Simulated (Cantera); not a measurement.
Charge: 1 mol FeS2, a varied amount of H2, 0.54 mol H2O, held at 1248 K and 10.0 Torr.

Equilibrium computed with Cantera from the NASA thermochemical tables; the gas is ideal and each condensed phase is pure. Candidate condensed phases: Fe, FeO, Fe(OH)2, Fe(OH)3, FeS, FeSO4, FeS2, Fe2O3, Fe2(SO4)3, Fe3O4, H2O, H2SO4, S; 22 gas species. Mutual solubility and eutectic melting of coexisting phases are not modelled. FeS: taken at fixed stoichiometry. Gases not in the tables: S3 to S7. Rates play no part.

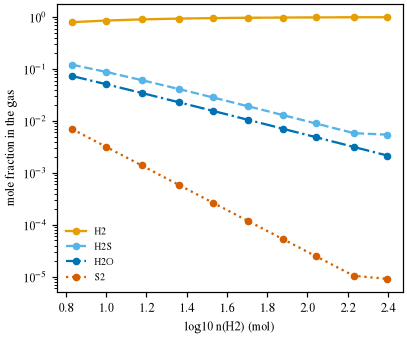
Equilibrium gas composition (values under 1e-9 drawn at 1e-9)

From 6.8 mol H2 to 170 mol H2 the condensed part is FeS(s). At 250 mol H2 the condensed part is Fe(γ) + FeS(s).
